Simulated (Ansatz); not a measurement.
Breaking a bond: SiH, doublet.

Computed with: UCCSD(T) = CCSD(T) on UHF/cc-pVTZ, frozen core run with Ansatz (an electronic-structure program); UKS-BLYP = Ansatz with unrestricted BLYP/cc-pVTZ; UKS-PBE = unrestricted PBE/cc-pVTZ (Ansatz); UCCSDT(Q) = CCSDT(Q) on UHF/cc-pVTZ, frozen core in Ansatz; FCI = full CI/cc-pVTZ, frozen core (Ansatz).

Cost and accuracy over the 23 points of the scan, with FCI as yardstick. Costs are rough ratios of core time within Ansatz on shared cores, each with its mean field (Kohn-Sham runs search longer for lower solutions than correlated ones do); the miss is the largest error against full CI of the curve after the mean shift, in kJ/mol.

Question: Which is the cheapest of these levels that stays within 8.4 kJ/mol of FCI?

Answer: UCCSD(T).

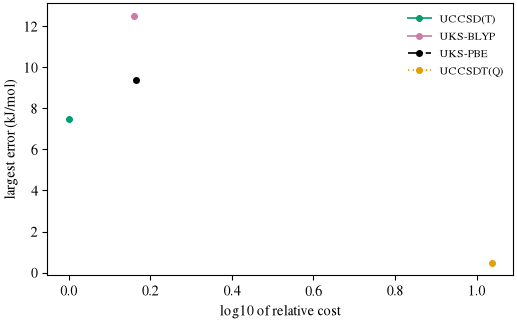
Figure. Miss against cost, one point a level.

```tsv
level	relative cost	largest error
UCCSD(T)	1	7.5
UKS-BLYP	1	12.5
UKS-PBE	1	9.4
UCCSDT(Q)	10	0.5
```

Costs within a factor of two of each other count as equal.

The unrestricted determinant behind UCCSD(T), UCCSDT(Q) is spin-contaminated at 1.15 to 1.28, 2.31 to 6.11 Å (<S²> up to 1.8, against 0.75 for a pure doublet). The unrestricted determinant behind UKS-BLYP, UKS-PBE is spin-contaminated at 2.77 to 6.11 Å (<S²> up to 1.8, against 0.75 for a pure doublet).
